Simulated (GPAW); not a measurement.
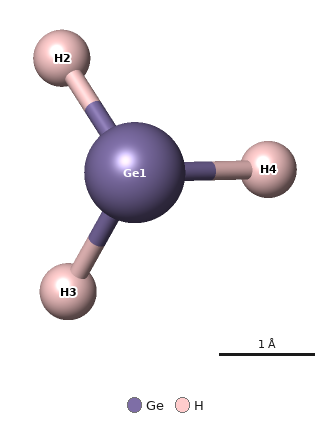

The structure (ball-and-stick view, seen on its broad side; atoms are numbered from 1 in the order of the input). Sticks mark near contacts. Bond lengths as drawn: Ge–H 1.75 to 1.76 Å.

**Run report: GeH3 (charge −1), excited-state calculation**

GeH3, charge −1, computed with TDDFT (BLYP)/dzp, scalar-relativistic datasets (GPAW 26.7.0).

The geometry comes from this level: GFN2-xTB. Figures and captions count atoms from 1; the log counts them from 0 in places.

Log
```
___ ___ ___ _ _ _
 |   |   |_  | | | |
 | | | | | . | | | |
 |__ |  _|___|_____|  26.7.0
 |___|_|

units:  Angstrom and eV
cores:  1
OpenMP: False

Versions:
  Python: 3.12.14
  ASE:    3.29.0
  Numpy:  2.5.5
  Scipy:  1.18.1
  Libxc:  7.0.0

        _gpaw.cpython-312-x86_64-linux-gnu.so

Input parameters:
  basis: dzp
  charge: -1
  h: 0.16
  maxiter: 100
  mode: lcao
  nbands: nao
  symmetry: off
  xc: BLYP

System changes: positions, numbers, cell, pbc, initial_charges, initial_magmoms

Initialize ...

species:
  Ge:
    name:    Germanium
    Z:       32.0
    valence: 4
    core:    28
    charge:  0.0  # [|e|]
    file:    Ge.BLYP
    compensation charges:
      type: gauss
      rc: 0.32  # [Å]
      lmax: 2
    cutoffs:
      filter: 1.77  # [Å]
      core: 3.42  # [Å]
    projectors
    | kind |    occ | energy [eV] | rcut [Å] |
    |------|--------|-------------|----------|
    |   4s |  2.000 |     -11.662 |    1.005 |
    |   4p |  2.000 |      -3.790 |    1.005 |
    |    s |        |      15.550 |    1.005 |
    |    p |        |      23.421 |    1.005 |
    |    d |        |       0.000 |    1.005 |

    LCAO basis set for Ge:
      Name: dzp
      File: Ge.dzp.basis.gz
      Number of radial functions: 5
      Number of spherical harmonics: 13
        l=0, rc=6.6406 Bohr: 4s-sz confined orbital
        l=1, rc=8.9688 Bohr: 4p-sz confined orbital
        l=0, rc=3.7500 Bohr: 4s-dz split-valence wave
        l=1, rc=5.3281 Bohr: 4p-dz split-valence wave
        l=2, rc=8.9688 Bohr: d-type Gaussian polarization
      Number of RI-basis functions 0

  H:
    name:    Hydrogen
    Z:       1.0
    valence: 1
    core:    0
    charge:  0.0  # [|e|]
    file:    H.BLYP
    compensation charges:
      type: gauss
      rc: 0.15  # [Å]
      lmax: 2
    cutoffs:
      filter: 0.85  # [Å]
      core: 0.53  # [Å]
    projectors
    | kind |    occ | energy [eV] | rcut [Å] |
    |------|--------|-------------|----------|
    |   1s |  1.000 |      -6.535 |    0.476 |
    |    s |        |      20.676 |    0.476 |
    |    p |        |       0.000 |    0.476 |

    LCAO basis set for H:
      Name: dzp
      File: H.dzp.basis.gz
      Number of radial functions: 3
      Number of spherical harmonics: 5
        l=0, rc=6.4219 Bohr: 1s-sz confined orbital
        l=0, rc=3.6094 Bohr: 1s-dz split-valence wave
        l=1, rc=6.4219 Bohr: p-type Gaussian polarization
      Number of RI-basis functions 0

Reference energy: -57146.358234  # eV

Spin-paired calculation

Convergence criteria:
 Maximum [total energy] change in last 3 cyles: 0.0005 eV / valence electron
 Maximum integral of absolute [dens]ity change: 0.0001 electrons / valence electron
 Maximum integral of absolute [eigenst]ate change: 4e-08 eV^2 / valence electron
 Maximum number of scf [iter]ations: 100
 (Square brackets indicate name in SCF output, whereas a 'c' in
 the SCF output indicates the quantity has converged.)

Symmetries present (total): 1

  ( 1  0  0)
  ( 0  1  0)
  ( 0  0  1)

1 k-point (Gamma)
1 k-point in the irreducible part of the Brillouin zone
       k-points in crystal coordinates                weights
   0:     0.00000000    0.00000000    0.00000000          1/1

Wave functions: LCAO
  Diagonalizer: Serial LAPACK
  Atomic Correction: dense with blas
  Data-type: float

Occupation numbers: # Zero width

Eigensolver
   LCAO using direct dense diagonalizer

Densities:
  Coarse grid: 80*80*80 grid
  Fine grid: 160*160*160 grid
  Total Charge: -1.000000

Density mixing:
  Method: separate
  Backend: msr1
  Linear mixing parameter: 0.05
  old densities: 10
  Width of damping distribution: 1.1
  Damping of long wavelength oscillations: 1  # (no daming)

Hamiltonian:
  XC and Coulomb potentials evaluated on a 160*160*160 grid
  Using the BLYP Exchange-Correlation functional
  Interpolation: tri-quintic (5. degree polynomial)
  Poisson solver: FastPoissonSolver using
    Stencil: 6*3+1=19 point O(h^6) finite-difference Laplacian
    FFT axes: []
    FST axes: [np.int64(0), np.int64(1), np.int64(2)]

XC parameters: BLYP with 2 nearest neighbor stencil

Memory estimate:
  Process memory now: 541.94 MiB
  Calculator: 257.28 MiB
    Density: 180.81 MiB
      Arrays: 99.53 MiB
      Localized functions: 6.05 MiB
      Mixer: 75.23 MiB
    Hamiltonian: 65.54 MiB
      Arrays: 65.10 MiB
      XC: 0.00 MiB
      Poisson: 0.00 MiB
      vbar: 0.44 MiB
    Wavefunctions: 10.93 MiB
      C [qnM]: 0.01 MiB
      S, T [2 x qmm]: 0.01 MiB
      P [aqMi]: 0.00 MiB
      BasisFunctions: 10.91 MiB
      Eigensolver: 0.00 MiB

Total number of cores used: 1

Number of atoms: 4
Number of atomic orbitals: 28
Number of bands in calculation: 28
Number of valence electrons: 8
Bands to converge: occupied

... initialized

Initializing position-dependent things.

Density initialized from atomic densities
         .-------------------------------.
        /|                               |
       / |                               |
      /  |                               |
     /   |                               |
    /    |                               |
   /     |                               |
  /      |                               |
 *       |                               |
 |       |                               |
 |       |                               |
 |       |             H                 |
 |       |           H                   |
 |       |        H   Ge                 |
 |       |                               |
 |       |                               |
 |       .-------------------------------.
 |      /                               /
 |     /                               /
 |    /                               /
 |   /                               /
 |  /                               /
 | /                               /
 |/                               /
 *-------------------------------*

Atomic positions and initial magnetic moments

Positions:
   0 Ge     6.971830    6.164705    5.738025    ( 0.0000,  0.0000,  0.0000)
   1 H      7.437950    6.593955    7.369335    ( 0.0000,  0.0000,  0.0000)
   2 H      5.562050    5.349075    6.382345    ( 0.0000,  0.0000,  0.0000)
   3 H      6.039810    7.650925    5.630665    ( 0.0000,  0.0000,  0.0000)

Unit cell:
           periodic     x           y           z      points  spacing
  1. axis:    no    13.000000    0.000000    0.000000    80     0.1625
  2. axis:    no     0.000000   13.000000    0.000000    80     0.1625
  3. axis:    no     0.000000    0.000000   13.000000    80     0.1625

  Lengths:  13.000000  13.000000  13.000000
  Angles:   90.000000  90.000000  90.000000

Effective grid spacing dv^(1/3) = 0.1625

iter:   1 00:00:13   -12.981774        c
iter:   2 00:00:15   -12.932195        c -0.85
iter:   3 00:00:18   -12.666063        c -0.88
iter:   4 00:00:21   -12.663857        c -1.72
iter:   5 00:00:24   -12.663312c       c -2.07
iter:   6 00:00:26   -12.663278c       c -2.78
iter:   7 00:00:29   -12.663276c       c -3.58
iter:   8 00:00:31   -12.663276c       c -4.14c

Converged after 8 iterations.

Dipole moment: (-6.687185, -6.332639, -6.059074) |e|*Ang

Energy contributions relative to reference atoms: (reference = -57146.358234)

Kinetic:        +11.050673
Potential:       -8.966258
External:        +0.000000
XC:             -14.750572
Entropy (-ST):   +0.000000
Local:           +0.002881
SIC:             +0.000000
--------------------------
Free energy:    -12.663276
Extrapolated:   -12.663276

 Band  Eigenvalues  Occupancy
    0     -5.71307    2.00000
    1     -0.40501    2.00000
    2     -0.40152    2.00000
    3      1.10891    2.00000
    4      6.14989    0.00000
    5      6.15913    0.00000
    6      6.67563    0.00000
    7     11.49057    0.00000
    8     11.49442    0.00000
    9     11.80690    0.00000
   10     15.70880    0.00000
   11     16.11782    0.00000
   12     16.12348    0.00000
   13     17.43874    0.00000
   14     17.44561    0.00000
   15     17.65897    0.00000
   16     23.57663    0.00000
   17     23.60411    0.00000
   18     23.70105    0.00000
   19     29.34046    0.00000
   20     30.64534    0.00000
   21     30.69350    0.00000
   22     33.26540    0.00000
   23     33.27785    0.00000
   24     34.77071    0.00000
   25     43.27902    0.00000
   26     43.56821    0.00000
   27     43.60478    0.00000

Fermi level: 3.62940

Gap: 5.041 eV
Transition (v -> c):
  (s=0, k=0, n=3, [0.00, 0.00, 0.00]) -> (s=0, k=0, n=4, [0.00, 0.00, 0.00])
No difference between direct/indirect transitions
Initializing position-dependent things.

         .-------------------------------.
        /|                               |
       / |                               |
      /  |                               |
     /   |                               |
    /    |                               |
   /     |                               |
  /      |                               |
 *       |                               |
 |       |                               |
 |       |                               |
 |       |             H                 |
 |       |           H                   |
 |       |        H   Ge                 |
 |       |                               |
 |       |                               |
 |       .-------------------------------.
 |      /                               /
 |     /                               /
 |    /                               /
 |   /                               /
 |  /                               /
 | /                               /
 |/                               /
 *-------------------------------*

Atomic positions and initial magnetic moments

Positions:
   0 Ge     6.971830    6.164705    5.738025    ( 0.0000,  0.0000,  0.0000)
   1 H      7.437950    6.593955    7.369335    ( 0.0000,  0.0000,  0.0000)
   2 H      5.562050    5.349075    6.382345    ( 0.0000,  0.0000,  0.0000)
   3 H      6.039810    7.650925    5.630665    ( 0.0000,  0.0000,  0.0000)

Unit cell:
           periodic     x           y           z      points  spacing
  1. axis:    no    13.000000    0.000000    0.000000    80     0.1625
  2. axis:    no     0.000000   13.000000    0.000000    80     0.1625
  3. axis:    no     0.000000    0.000000   13.000000    80     0.1625

  Lengths:  13.000000  13.000000  13.000000
  Angles:   90.000000  90.000000  90.000000

Effective grid spacing dv^(1/3) = 0.1625

iter:   1 00:00:33   -12.663276        c      c
iter:   2 00:00:33   -12.663276        c      c
iter:   3 00:00:33   -12.663276c       c      c

Converged after 3 iterations.

Dipole moment: (-6.687185, -6.332639, -6.059074) |e|*Ang

Energy contributions relative to reference atoms: (reference = -57146.358234)

Kinetic:        +11.050673
Potential:       -8.966258
External:        +0.000000
XC:             -14.750572
Entropy (-ST):   +0.000000
Local:           +0.002881
SIC:             +0.000000
--------------------------
Free energy:    -12.663276
Extrapolated:   -12.663276

 Band  Eigenvalues  Occupancy
    0     -5.71307    2.00000
    1     -0.40501    2.00000
    2     -0.40152    2.00000
    3      1.10891    2.00000
    4      6.14989    0.00000
    5      6.15913    0.00000
    6      6.67563    0.00000
    7     11.49057    0.00000
    8     11.49442    0.00000
    9     11.80690    0.00000
   10     15.70880    0.00000
   11     16.11782    0.00000
   12     16.12348    0.00000
   13     17.43874    0.00000
   14     17.44561    0.00000
   15     17.65897    0.00000
   16     23.57663    0.00000
   17     23.60411    0.00000
   18     23.70105    0.00000
   19     29.34046    0.00000
   20     30.64534    0.00000
   21     30.69350    0.00000
   22     33.26540    0.00000
   23     33.27785    0.00000
   24     34.77071    0.00000
   25     43.27902    0.00000
   26     43.56821    0.00000
   27     43.60478    0.00000

Fermi level: 3.62940

Gap: 5.041 eV
Transition (v -> c):
  (s=0, k=0, n=3, [0.00, 0.00, 0.00]) -> (s=0, k=0, n=4, [0.00, 0.00, 0.00])
No difference between direct/indirect transitions
  1    5.696 eV  f = 0.0695
  2    5.725 eV  f = 0.0713
  3    5.877 eV  f = 0.1527
  4    6.600 eV  f = 0.0000
  5    7.046 eV  f = 0.0021
  6    7.051 eV  f = 0.0023
```

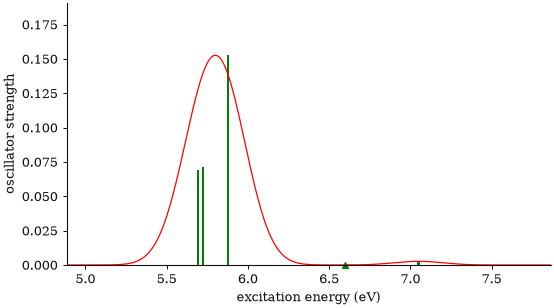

Computed excitations as sticks (degenerate states added up, dark ones marked on the axis), with a Gaussian envelope of 0.35 eV full width at half maximum, scaled to the tallest. Of the 6 states the lowest lies at 5.70 eV (f = 0.069); the strongest line is at 5.88 eV, or 211 nm (f = 0.153).

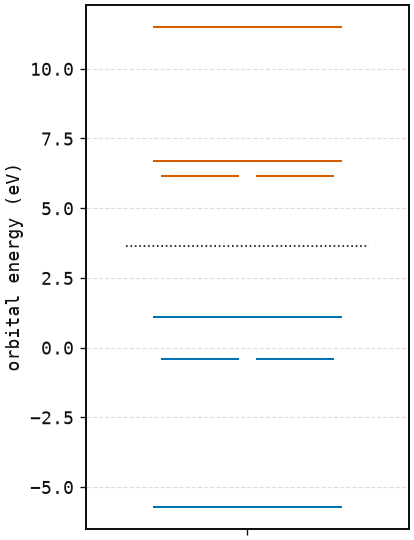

Orbital energies near the frontier; the dotted line parts filled from empty levels, and levels within 0.02 eV of each other stand side by side. Highest filled 1.11 eV, lowest empty 6.15 eV, 5.04 eV apart.

The run was set up as follows.

The input (lr.py)
```python
import numpy as np
from ase import Atoms
from ase.units import Bohr, Hartree
from gpaw import GPAW, setup_paths
from gpaw.atom.configurations import parameters
from gpaw.atom.generator import Generator
from gpaw.lrtddft import LrTDDFT

positions_bohr = np.array(
              [[  0.886130,  -0.519599,  -1.024364],
               [  1.766970,   0.291566,   2.058365],
               [ -1.777968,  -2.060916,   0.193224],
               [ -0.875132,   2.288950,  -1.227245]])
molecule = Atoms('GeHHH', positions=positions_bohr * Bohr)
molecule.set_cell([13.0, 13.0, 13.0])
molecule.center()

for symbol in ['Ge', 'H']:
    Generator(symbol, xcname='BLYP', scalarrel=True, nofiles=True, txt=None).run(**parameters[symbol])
setup_paths.insert(0, '.')

calculator = GPAW(mode='lcao',
                  basis='dzp',
                  h=0.16,
                  xc='BLYP',
                  charge=-1,
                  nbands='nao',
                  maxiter=100,
                  symmetry='off',
                  legacy_gpaw=True,
                  txt='-')
molecule.calc = calculator
molecule.get_potential_energy()

lr = LrTDDFT(calculator, xc='LDA', restrict={'jend': 13}, txt='lr.txt')
lr.diagonalize()
energies = [x.get_energy() * Hartree for x in lr][:6]
strengths = [x.get_oscillator_strength()[0] for x in lr][:6]
for n, (e, f) in enumerate(zip(energies, strengths), 1):
    print(f'{n:3d} {e:8.3f} eV  f = {f:.4f}')
```

Command:
```bash
python lr.py > lr.log
```

Summary

- outcome: converged
- energy relative to the program's reference atoms: −12.6633 eV
- basis functions: 28
- HOMO: 1.11 eV
- LUMO: 6.15 eV
- lowest excitation: 5.70 eV
- hardware: 1 thread of Intel Xeon @ 2.50GHz (Skylake/Cascade Lake), 12 GiB of memory available, shared host
- wall time: 4.9 min
- peak memory: 1.2 GiB

Notes

Further notes kept with the run: highest occupied level above vacuum; datasets made with stock radii, not tested. The basis has no diffuse functions, and an anion's excited states can lie above the energy that detaches an electron; such roots aren't bound states.
